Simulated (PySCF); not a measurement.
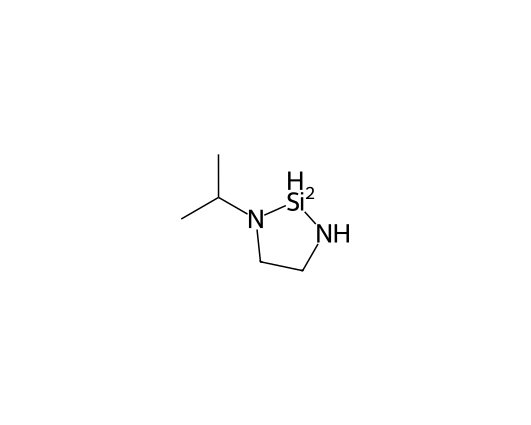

The computed structure is the end point of a PBE0-D3(BJ)/def2-SVP optimisation. No frequency run is at hand to confirm it as a minimum. Program: PySCF 2.14.0.

Compare dipole (D) at these levels: KT2/pcSseg-1; PBE0/pcSseg-1; PBE0/pcSseg-1 in acetonitrile (IEF-PCM); PBE0/pcSseg-1 in cyclohexane (IEF-PCM); ωB97X-D/def2-SVPD.

| level | dipole (D) |
| --- | --- |
| KT2/pcSseg-1 | 0.86 |
| PBE0/pcSseg-1 | 0.91 |
| PBE0/pcSseg-1 in acetonitrile (IEF-PCM) | 1.19 |
| PBE0/pcSseg-1 in cyclohexane (IEF-PCM) | 1.01 |
| ωB97X-D/def2-SVPD | 0.87 |
